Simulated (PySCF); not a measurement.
**BH2Cl (SMILES [H]B([H])Cl): CCSDTQ/STO-3G**

What is the energy change on altering one bond length of BH2Cl at CCSDTQ/STO-3G? 

The results are computed with PySCF 2.14.0.

8 further runs of the same task are left out: 8 set aside as unsound or not needed.

## Step 1: The system as given

BH2Cl has 4 atoms, charge 0, and is taken as a singlet. As SMILES, `[H]B([H])Cl`. Geometry: relaxed at GFN2-xTB.

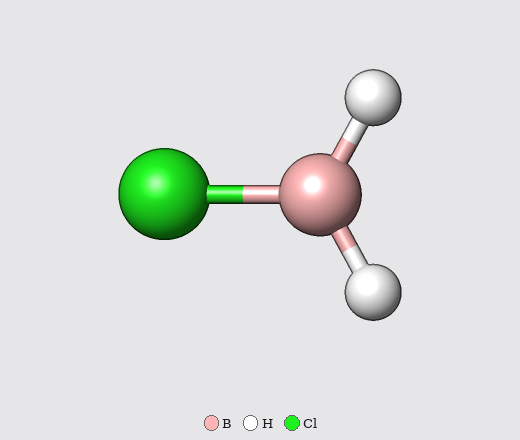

The structure, seen from a chosen angle (boron pink, hydrogen white, chlorine green).

## Step 2: A single-point energy at CCSDTQ/STO-3G

The input, job.py:

```python
# BH2Cl
from pyscf import gto, cc

mol = gto.M(
    atom='''
B      0.130977     0.216222    -0.000775
H      2.343430     0.133641     0.029366
H     -0.967785     2.138395    -0.035810
Cl    -1.506641    -2.488278     0.007238
''',
    charge=0,
    max_memory=1860,
    unit='bohr',
    basis='sto-3g',
    verbose=4,
)

mf = mol.RHF()
mf.conv_tol = 1e-10
mf.kernel()
if not mf.converged:
    mf = mf.newton().run(mf.mo_coeff, mf.mo_occ)

mycc = cc.CCSDTQ(mf, frozen=6)
mycc.kernel()
e_final = mycc.e_tot
print('Final energy', e_final)
```

The run is started by

```sh
$ OMP_NUM_THREADS=1 python job.py
```

Log:

```text
PySCF version 2.14.0

[INPUT] num. atoms = 4
[INPUT] num. electrons = 24
[INPUT] charge = 0
[INPUT] spin (= nelec alpha-beta = 2S) = 0
[INPUT] symmetry False subgroup None
[INPUT] Mole.unit = bohr
[INPUT] Symbol           X                Y                Z      unit          X                Y                Z       unit  Magmom
[INPUT]  1 B      0.069310043555   0.114419754900  -0.000410112338 AA    0.130977000000   0.216222000000  -0.000775000000 Bohr   0.0
[INPUT]  2 H      1.240089751386   0.070719771645   0.015539817976 AA    2.343430000000   0.133641000000   0.029366000000 Bohr   0.0
[INPUT]  3 H     -0.512129767070   1.131589901945  -0.018949835923 AA   -0.967785000000   2.138395000000  -0.035810000000 Bohr   0.0
[INPUT]  4 Cl    -0.797280082238  -1.316740012034   0.003830184653 AA   -1.506641000000  -2.488278000000   0.007238000000 Bohr   0.0

[... 42 lines left out ...]
converged SCF energy = -480.124577100934
[... 16 lines left out ...]
WARN: A large `blksize` is being used, which may cause large memory consumption
[... 10 lines left out ...]
Init t2, MP2 energy = -480.168054865062  E_corr(MP2) -0.043477764128
[... 13 lines left out ...]
RCCSDTQ converged
[... 3 lines left out ...]
Final energy -480.1842794190296
```

Wall time 4.2 s (1 thread of Arm Neoverse V1, shared host); peak memory 0.12 GiB.

## Step 3: The distorted shape, same level

The input, start.xyz:

```xyz
4

B      0.534467    -0.699324     0.014422
H      1.705247    -0.743024     0.030372
H     -0.512130     1.131590    -0.018950
Cl    -0.332123    -2.130484     0.018662
```

The input, calc.py:

```python
from pyscf import gto, scf, cc

mol = gto.M(
    atom='start.xyz',
    basis='sto-3g',
    verbose=4,
    charge=0,
    max_memory=1860,
)

mf = scf.RHF(mol)
mf.conv_tol = 1e-10
mf.kernel()
if not mf.converged:
    mf = mf.newton().run(mf.mo_coeff, mf.mo_occ)

mycc = cc.CCSDTQ(mf, frozen=6)
mycc.kernel()
e_final = mycc.e_tot
print('E(%s) = %.9f' % ('CCSDTQ', e_final))
```

The run is started by

```sh
$ OMP_NUM_THREADS=1 python calc.py
```

Log:

```text
PySCF version 2.14.0

[INPUT] num. atoms = 4
[INPUT] num. electrons = 24
[INPUT] charge = 0
[INPUT] spin (= nelec alpha-beta = 2S) = 0
[INPUT] symmetry False subgroup None
[INPUT] Mole.unit = angstrom
[INPUT] Symbol           X                Y                Z      unit          X                Y                Z       unit  Magmom
[INPUT]  1 B      0.534467000000  -0.699324000000   0.014422000000 AA    1.009996252618  -1.321530832335   0.027253630168 Bohr   0.0
[INPUT]  2 H      1.705247000000  -0.743024000000   0.030372000000 AA    3.222449804736  -1.404111863979   0.057394761855 Bohr   0.0
[INPUT]  3 H     -0.512130000000   1.131590000000  -0.018950000000 AA   -0.967785440174   2.138395185297  -0.035810310061 Bohr   0.0
[INPUT]  4 Cl    -0.332123000000  -2.130484000000   0.018662000000 AA   -0.627621509669  -4.026031272768   0.035266068937 Bohr   0.0

[... 44 lines left out ...]
converged SCF energy = -479.914670268343
[... 16 lines left out ...]
WARN: A large `blksize` is being used, which may cause large memory consumption
[... 10 lines left out ...]
Init t2, MP2 energy = -479.993762693845  E_corr(MP2) -0.079092425501
[... 16 lines left out ...]
RCCSDTQ converged
[... 3 lines left out ...]
E(CCSDTQ) = -480.039747213
```

Wall time 4.8 s (1 thread of Arm Neoverse V1, shared host); peak memory 0.11 GiB.

## Step 4: Outcome

Level: CCSDTQ/STO-3G, 6 core orbitals frozen.

| quantity | value |
| --- | --- |
| first shape: total energy | -480.18428 Eh |
| first shape: dipole moment (Hartree–Fock density) | 1.22 D |
| first shape: HOMO energy (Hartree–Fock orbitals) | -10.64 eV |
| first shape: LUMO energy (Hartree–Fock orbitals) | 5.78 eV |
| first shape: HOMO–LUMO gap (Hartree–Fock orbitals) | 16.42 eV |
| first shape: correlation energy (6 core orbitals frozen) | -59.7 mEh |
| first shape: T1 diagnostic | 0.013 |
| distorted shape: total energy | -480.03975 Eh |
| distorted shape: dipole moment (Hartree–Fock density) | 0.97 D |
| distorted shape: HOMO energy (Hartree–Fock orbitals) | -7.72 eV |
| distorted shape: LUMO energy (Hartree–Fock orbitals) | 5.70 eV |
| distorted shape: HOMO–LUMO gap (Hartree–Fock orbitals) | 13.42 eV |
| distorted shape: correlation energy (6 core orbitals frozen) | -125.1 mEh |
| distorted shape: T1 diagnostic | 0.014 |
| energy change with the B1–H3 bond stretched from 1.172 to 2.109 Å | 3.933 eV |

With the B1–H3 bond stretched from 1.172 to 2.109 Å the energy rises by 3.93 eV (379 kJ/mol). The first shape isn't relaxed at this level, so the change isn't measured from a minimum. The minimal basis adds a large error of its own. Mulliken charges (first shape) of the mean-field density run from -0.20 on Cl4 to +0.27 on B1; they depend strongly on the basis.
